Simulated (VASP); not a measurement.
Band structure of TiCo (CsCl type). Computed with MS2 meta-GGA, VASP's PBE PAW potentials (set 64) (plane waves; VASP 6.6.1).

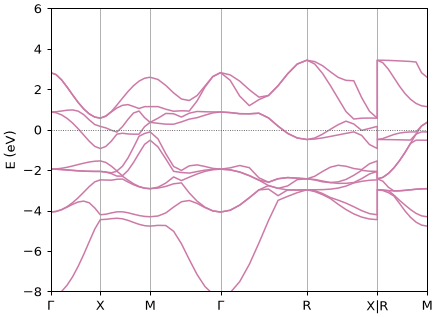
Figure: Bands along high-symmetry lines, zero at the valence-band maximum or, without a gap, the Fermi level

### Question
Read the plot: is there a gap, and where are the band edges?

### Answer
It has no gap at this level: it comes out as a metal or semimetal.

The compound is TiCo in the CsCl type structure. It was relaxed first. The run is not spin-polarised, so no magnetic state was tried. The electron count is odd and the run is not spin-polarised, which forces a metal.
